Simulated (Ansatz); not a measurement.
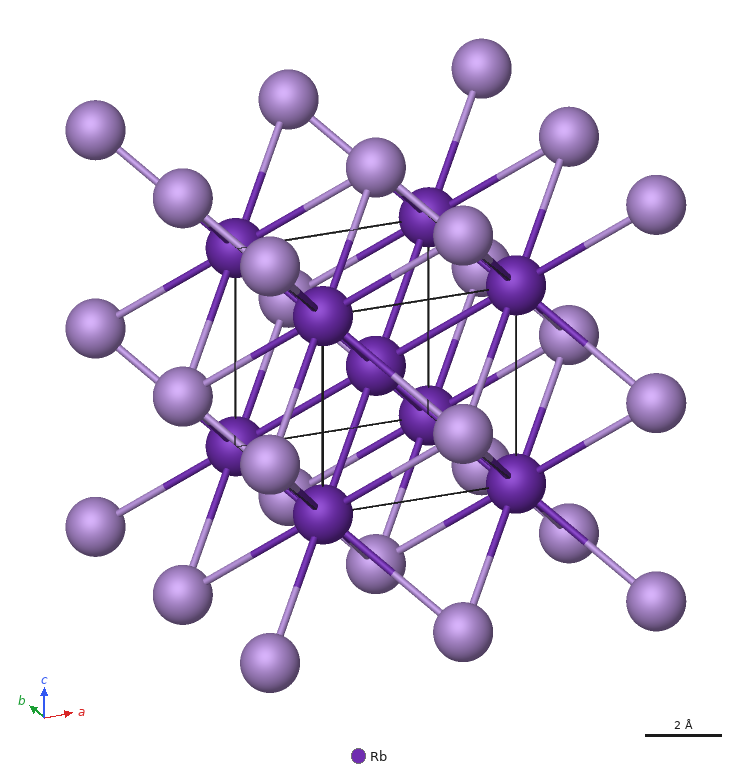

We look at a ball-and-stick model of the crystal from a general direction. The lines enclose the conventional unit cell; boundary atoms appear with their images. Bonded atoms from the next cells complete the picture, in fainter colours.

Cell dimensions are a = 5.59 Å, b = 5.59 Å, c = 5.59 Å, α = 90.00°, β = 90.00°, γ = 90.00°.

### What is the cell content?

2 (rubidium), counting shared atoms by their share.

### To which lattice type does it belong?

Body-centred cubic.

### State the space group and its number.

Im-3m (No. 229), with Rb on 2a.

### Name the prototype.

Body-centred cubic (W type).

### What are the neighbours of Rb?

Eight Rb in a cubic arrangement at about 4.8 Å.

### Describe the bonded network.

The bonds build a three-dimensional framework.

The starting point was the standard structure of this element. Earlier steps of the study may have refined or changed the cell and positions. A calculation with Ansatz used it as input.
